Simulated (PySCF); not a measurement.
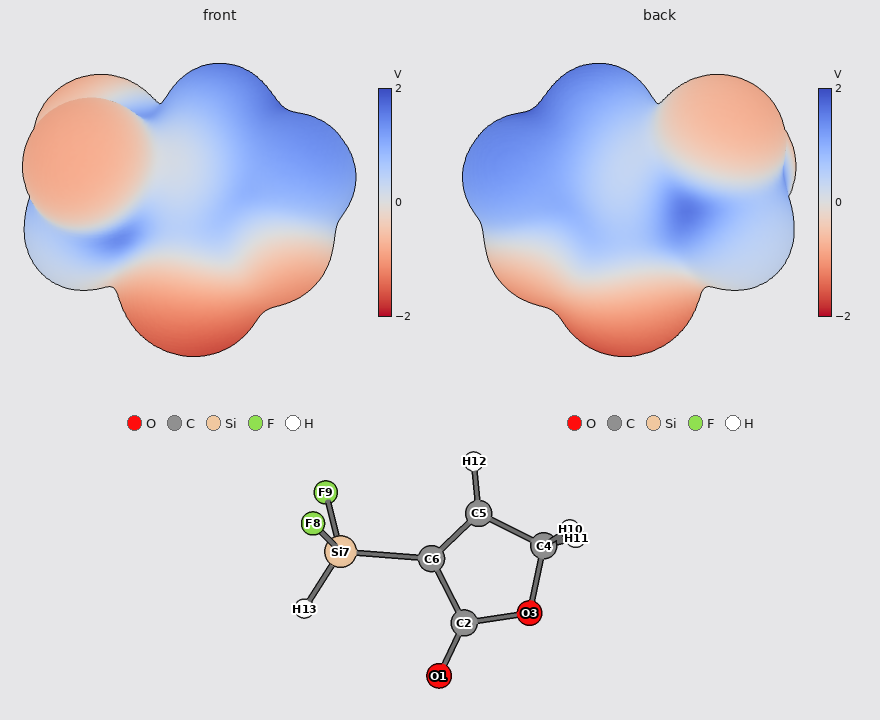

The picture shows: C$_{4}$H$_{4}$F$_{2}$O$_{2}$Si (SMILES O=C1OCC=C1[SiH](F)F). The electrostatic potential painted on the density surface at 0.001 e/bohr³, seen from the front and from behind; red is negative and blue positive. The bare structure is drawn below in the same view.

Geometry: GFN2-xTB.

All numbers below come from PBE0/pcSseg-1, SCF density, gas phase, non-relativistic (PySCF 2.14.0).

```xyz
13

O    -0.0707    2.3424    0.7173
C    -0.4937    1.2845    0.3458
O    -1.8056    1.0347    0.1326
C    -1.9797   -0.2934   -0.3113
C    -0.6027   -0.8673   -0.3570
C     0.2784    0.0564    0.0343
Si    2.1389   -0.0022    0.2125
F     2.4965   -0.8420    1.5247
F     2.6864   -0.9625   -0.9461
H    -2.6326   -0.8276    0.3891
H    -2.4643   -0.2853   -1.2948
H    -0.4129   -1.8779   -0.6672
H     2.8576    1.2408    0.2023
```

### Where is the surface potential most negative and most positive?

The most negative region (about −1.6 V, or −37 kcal/mol for a unit charge) lies over O1, the most positive (about +1.7 V, or +39 kcal/mol for a unit charge) over C4 and C5. O1 is the likeliest acceptor of a hydrogen bond.
